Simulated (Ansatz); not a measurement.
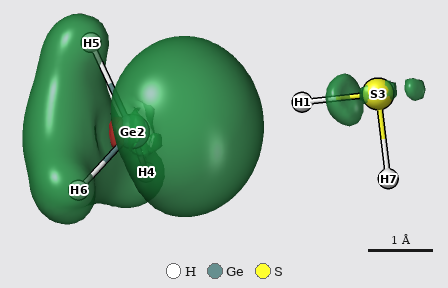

Figure. H2S···GeH3 (doublet). Isosurfaces of the spin density (α minus β) at +0.015 (green) and −0.015 e/Å³ (red), seen at a tilt.

Theory: UKS BLYP/def2-TZVP in Ansatz 0.2.0.

```xyz
7

H    -0.1563    0.6712   -1.4035
Ge   -0.2542   -0.5938    1.3454
S    -0.0321    1.2536   -2.6263
H     0.0652   -2.1093    1.2271
H    -1.7018   -0.3674    1.8585
H     0.7791    0.1244    2.2562
H     1.3001    1.0214   -2.6574
```

**Describe the spin distribution.**

The unpaired spin (1 electron) lies mostly on Ge2 (about 0.8), in electrons by Hirshfeld's partition.
